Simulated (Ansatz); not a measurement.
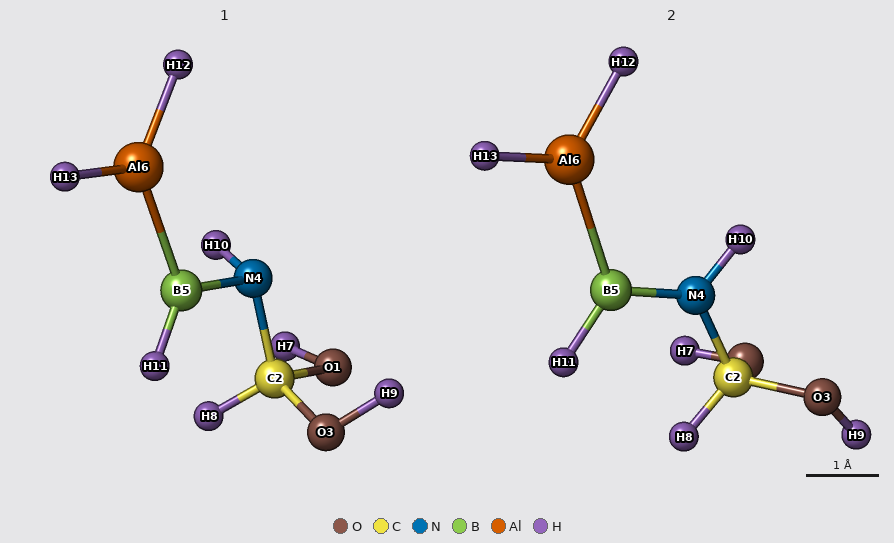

Two geometries of CH$_{7}$AlBNO$_{2}$, drawn at one scale. One is the start of a relaxation, the other its converged end. Style: ball-and-stick. Shown from a free direction.

Method: RHF/def2-SVP (Ansatz). Settings: no spin polarisation; force threshold 0.02 eV/Å; at most 50 steps.

Which of the two is the end point?

Answer. Structure 2 is the relaxed one. The run prepares an end point of a later path (hydrogen shift) calculation, from a guessed geometry. The largest move after the best rigid fit is that of H10, 1.45 Å. Largest moves by element: H 1.45 Å, O 0.89 Å, N 0.41 Å, Al 0.28 Å, B 0.27 Å, C 0.24 Å. Some distances before and after: N4–B5 1.565 → 1.397 Å, O3–H9 1.057 → 0.946 Å, C2–N4 1.521 → 1.428 Å, B5–Al6 2.086 → 2.169 Å. Bond angles that change, for instance: C2–N4–B5 106.7° → 127.1°, B5–N4–H10 104.9° → 121.4°, N4–B5–H11 124.2° → 115.6°. Groups turn about C2–O3 by about 100°. The energy falls by 202.4 kJ/mol in 29 accepted moves (34 points after the start). The largest force component goes from 5.8 to 0.0055 eV/Å. The line search rejected the trial steps at points 10, 15, 21, 23, 33 of the run. The run took 3.4 min on 2 threads of AMD EPYC 7B13 (Zen 3), on a shared host, peak memory 0.29 GiB.

Limits of the set-up: Hartree-Fock leaves out electron correlation.
